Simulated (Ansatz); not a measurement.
# CBrCl₂Si (SMILES Cl[Si](Cl)=[C]Br) (doublet): what the fields show

The calculation's input:

```
crystal:
  periodic: [false, false, false]
  atoms:
    - {symbol: C, position_ang: [1.108772, 1.766527, 0.836334]}
    - {symbol: Br, position_ang: [2.637412, 0.946050, 1.276776]}
    - {symbol: Cl, position_ang: [-1.745093, 0.361346, -0.062354]}
    - {symbol: Cl, position_ang: [-1.201492, 3.632367, -0.449344]}
    - {symbol: Si, position_ang: [-0.333155, 1.837524, -0.040084]}
basis:
  gaussian:
    orbitals: def2-TZVPD
magnetization:
  spin_polarized: true
  initial_magnetization: 1
hamiltonian:
  xc: {name: PBE0}
output:
  forces: true
  orbitals: {seedname: orbitals}
```

Launched as:

```sh
ansatz run input.yaml --threads 2 --pin off --max-ram 4350MiB --events-out events.jsonl --progress --plain --runs-dir runs
```

Geometry: PBE0-D3(BJ)/def2-SVP.

Computed with isolated molecule in a Gaussian basis; Kohn-Sham density functional theory, functional PBE0 (Ansatz 0.2.0).

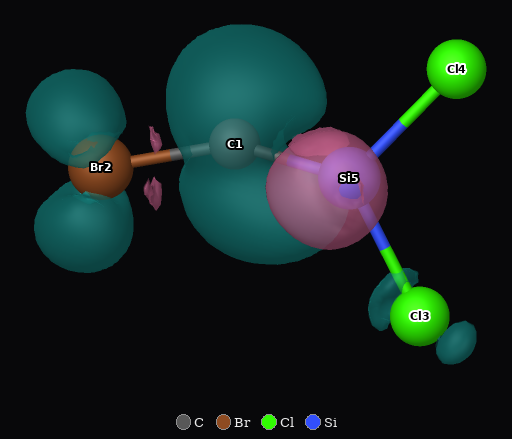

Figure 1. Isosurfaces of the spin density (α minus β) at +0.02 (teal) and −0.02 e/Å³ (pink), seen at a tilt.

Q: Which atoms carry the spin?

A: The unpaired spin (1 electron) lies mostly on C1 (about 0.7) and Br2 (about 0.2), in electrons by Hirshfeld's partition.

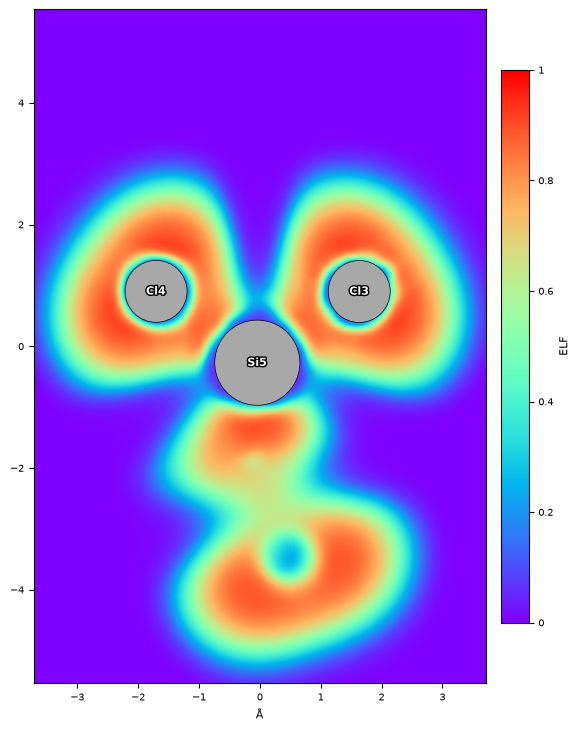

Figure 2. ELF on the plane of atoms Cl3, Si5 and Cl4. Grey discs cover the atomic cores.

Q: Interpret the plot.

A:
- Atoms in the plane: Cl and Si.
- Si–Cl (2.04 Å): the ELF peaks at about 0.85 between the atoms: a shared but strongly polarised pair.
- The ELF also peaks beside Br2, Cl4 and Cl3, away from the bonds: non-bonding electrons, paired or unpaired.

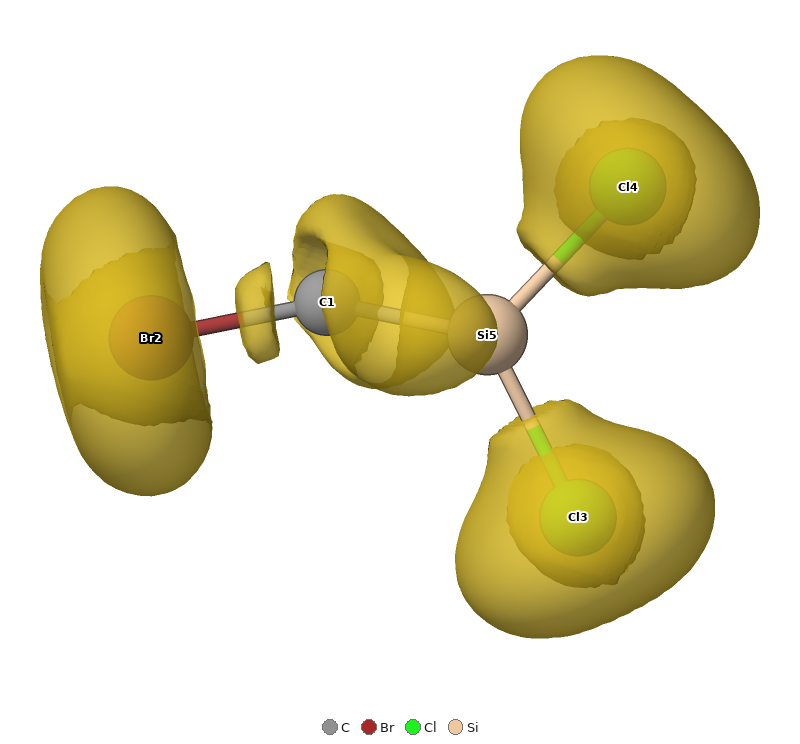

Figure 3. Isosurface of the electron localisation function at 0.75 (yellow), seen across its widest extent. Only the valence region is drawn (cores and ρ < 0.01 e/Å³ removed).

Q: Describe the localisation domains.

A: The surface consists of one region between bonded Br–C atoms (shared pairs), one region between bonded C–Si atoms (shared pairs), two regions on Cl in which the atom's valence shell and bonds are merged and one ring or bowl of non-bonding electrons around Br. Along the contacts the grid gives the following. C–Si (1.69 Å): the ELF peaks at about 0.85 between the atoms (a covalent bond). C–Br (1.79 Å): the ELF peaks at about 0.85 between the atoms; localised, covalent bonding.

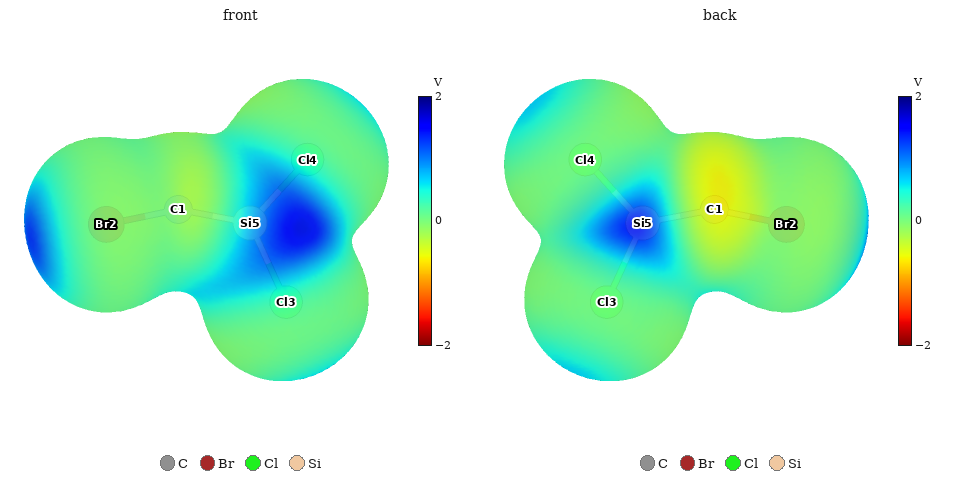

Figure 4. The electrostatic potential painted on the density surface at 0.002 e/bohr³, seen from the front and from behind; the colour scale runs from red (negative) to blue (positive).

Q: Which sites attract a positive test charge, and which a negative one?

A: A positive charge is drawn to the negative regions and a negative charge to the positive ones. The most negative region (about −0.6 V, or −14 kcal/mol for a unit charge) lies over C1, the most positive (about +1.5 V, or +35 kcal/mol for a unit charge) over Si5. Br2 shows a σ-hole: about +1.3 V, or +30 kcal/mol for a unit charge at the tip opposite its bond, against about 0.0 V on its flanks. Cl3 shows a σ-hole: about +0.6 V, or +14 kcal/mol for a unit charge at the tip opposite its bond, against about 0.0 V on its flanks. Cl4 shows a σ-hole: about +0.7 V, or +16 kcal/mol for a unit charge at the tip opposite its bond, against about 0.0 V on its flanks.

Q: What dipole moment does the calculation give?

A: Its dipole moment is 0.55 D.
